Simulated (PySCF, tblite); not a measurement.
# C₅H₈Cl radical: geometry, infrared bands and EPR parameters

What infrared bands and EPR parameters should C₅H₈Cl radical (`[CH2][C@@H]1CC[C@@H]1Cl`) show?

Computed with tblite 0.8.0 and PySCF 2.14.0, with density-fitted response routines of our own, on a single molecule in the gas phase. Atoms count from 0, in the outputs and in this text.

## (1) The starting structure

14 atoms, charge 0, multiplicity 2; geometry from: force field or distance geometry start.

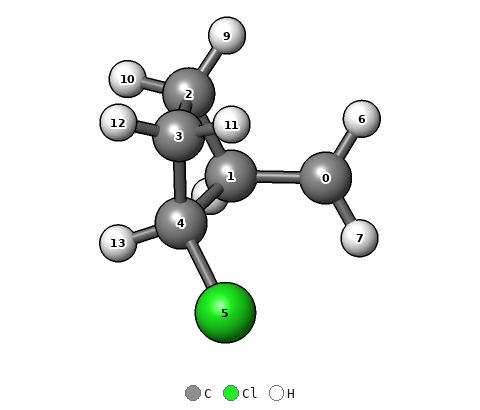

As it starts; carbon grey, chlorine green, hydrogen white, atoms numbered.

## (2) Optimising the geometry with GFN2-xTB

The job: settings as JSON, then the geometry in Å.

```
{"job": {"kind": "relax", "xc": "GFN2-xTB", "basis": "xTB"}, "charge": 0, "multiplicity": 2}
C      1.586300     0.200900    -0.874700
C      0.540100    -0.601600    -0.191100
C     -0.889800    -0.435200    -0.721800
C     -1.128700     0.636300     0.363900
C     -0.003200    -0.062800     1.183800
Cl     1.012000     0.937900     2.261000
H      1.410700     0.593400    -1.876200
H      2.539100     0.391700    -0.389500
H      0.872500    -1.655600    -0.127500
H     -1.011500    -0.076100    -1.749200
H     -1.522900    -1.329500    -0.605600
H     -0.898700     1.646500     0.049200
H     -2.121500     0.625500     0.849000
H     -0.385000    -0.871900     1.806600
```

On the command line:

```bash
$ OMP_NUM_THREADS=1 python probes_run.py task.json out
```

The driver reads the jobs from task.json and runs them one after another.

**Question.** This job is followed by: GFN2-xTB harmonic vibrations, gas phase; UKS B3LYP, pcH-1 on C Cl H, non-relativistic, mean-field spin-orbit, GIAO. What will the session give for the following? strongest single infrared mode (GFN2-xTB); zero-point energy (GFN2-xTB); g(iso) (B3LYP); ⟨S²⟩; largest a(iso) (averaged by class); surface potential, least and greatest.

As calculated:

| quantity | value |
| --- | --- |
| strongest single infrared mode (GFN2-xTB) | 548 cm⁻¹, 42 km/mol |
| zero-point energy (GFN2-xTB) | 70.8 kcal/mol |
| g(iso) (B3LYP) | 2.00278 |
| ⟨S²⟩ | 0.754 (exact 0.75) |
| largest a(iso) (averaged by class) | 13C on C4, 106.2 MHz |
| surface potential, least and greatest | -0.81 V and 0.95 V |

In words: Over 91 steps the energy fell by 0.184 eV; of the close pairs, C3–C4 changed most, 1.558 to 1.526 Å. All 36 modes are real, so the xTB geometry is a minimum. The strongest single mode, at 548 cm⁻¹, has its largest shares on H6, C0 and H7 (the list is cut at 3 atoms). Unscaled tight-binding wavenumbers are off by several per cent, some by more. Its intensities can rank the bands wrongly. C0 carries the largest spin population, 1.06 e. The isotropic g lies 0.5 ppt above the free-electron value.
